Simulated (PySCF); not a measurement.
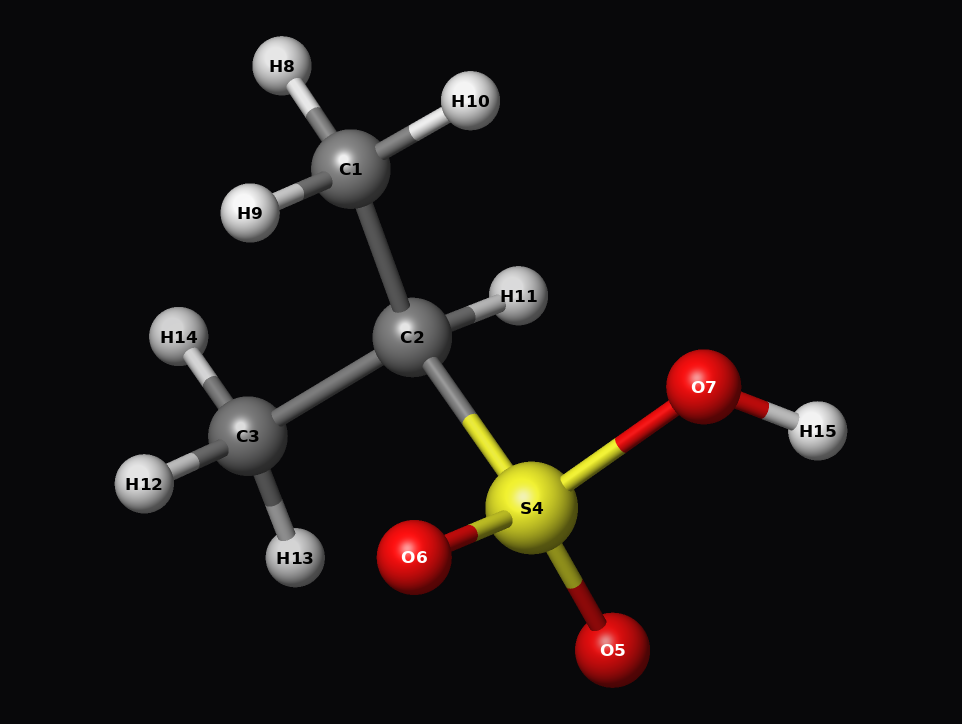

The geometry was computed by an optimisation with PBE0-D3(BJ)/def2-TZVP. No frequency run is at hand to confirm it as a minimum. Method: GIAO ωB97X-D/pcSseg-2 NMR shielding, non-relativistic, gas phase (PySCF 2.14.0), and the same with a continuum solvent (IEF-PCM, Bondi radii x 1.2, gas-phase geometry).

How do dipole (D), HOMO–LUMO gap (eV), σ(O6) (ppm), σ(O5) (ppm), σ(H15) (ppm) change in chloroform (ε = 4.7)?

```tsv
medium	dipole (D)	HOMO–LUMO gap (eV)	σ(O6) (ppm)	σ(O5) (ppm)	σ(H15) (ppm)
gas phase	4.04	12.78	127.8	116.9	26.98
chloroform	4.88	13.16	137.2	125.4	26.19
```
